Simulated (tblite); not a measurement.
# As34H16: the cost of one run

Programs: tblite 0.8.0 and PySCF 2.14.0, with routines of our own; each step states its level. All values are computed. Atoms count from 0.

## Step 1: The starting structure

50 atoms, charge 0, multiplicity 1; geometry from: force field, distance geometry or constructed start.

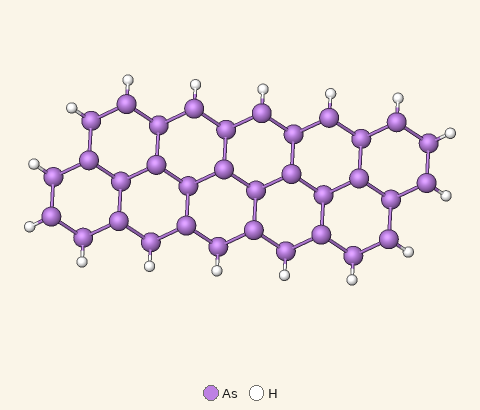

The starting geometry (arsenic purple, hydrogen white).

## Step 2: Relaxing the molecule with GFN2-xTB

What the job is given:

```
{"job": {"kind": "relax", "xc": "GFN2-xTB", "basis": "xTB"}, "charge": 0, "multiplicity": 1}
As    -4.479400     2.587200    -0.701600
As    -6.281300     3.627300     0.693100
As    -8.066600     2.586700    -0.699000
As    -8.072500     0.522200     0.693800
As    -6.279100    -0.519000    -0.696600
As    -4.487600     0.517300     0.697400
As     8.071900    -0.516100    -0.703300
As     6.281500     0.520500     0.701500
As     4.487000    -0.519900    -0.700400
As     4.481500    -2.589800     0.701600
As     6.276000    -3.625900    -0.702100
As     8.069300    -2.591000     0.700000
As     2.687200     2.589700    -0.695000
As     0.899100     3.624100     0.697300
As    -0.899100     2.594100    -0.699800
As    -0.898800     0.518400     0.706300
As     0.897300    -0.515900    -0.699100
As     2.689500     0.514400     0.699000
As    -9.866200    -0.516000    -0.697500
As    -9.862800    -2.588100     0.702700
As    -8.074100    -3.620900    -0.698500
As    -6.279000    -2.587500     0.699800
As     6.281500     2.593600    -0.693400
As     4.480100     3.620400     0.698500
As    -2.690100     3.627300     0.700900
As    -2.696700    -0.518700    -0.697500
As    -2.689900    -2.586700     0.699300
As    -0.897500    -3.624100    -0.698800
As     0.897500    -2.588600     0.698000
As     2.691700    -3.624300    -0.696600
As    -4.480700    -3.624100    -0.701100
As     9.863700     2.590300    -0.699800
As     8.070800     3.624800     0.698100
As     9.867700     0.516500     0.703700
H     -6.276900     4.885800    -0.154500
H     -9.161900     3.220900     0.148300
H      6.277300    -4.883900     0.147100
H      9.163300    -3.216200    -0.153800
H      0.898000     4.880100    -0.151300
H    -10.961000     0.115200     0.152400
H    -10.956300    -3.221000    -0.147400
H     -8.065900    -4.889600     0.154900
H      4.489200     4.885000    -0.154800
H     -2.688000     4.883500    -0.153000
H     -0.900600    -4.882300     0.153600
H      2.688700    -4.882400     0.147800
H     -4.481900    -4.883900     0.150600
H     10.955900     3.221300     0.153500
H      8.073400     4.884400    -0.151000
H     10.958100    -0.111100    -0.149200
```

The run is started by

```console
$ OMP_NUM_THREADS=8 python large_run.py task.json out
```

One launch serves the whole session: the jobs run in the order shown.

**Question.** How long does this first job take on 8 threads of Intel Xeon 6975P-C, shared host, and how much memory does it need?

About 1.7 min, with a peak of 0.17 GiB.
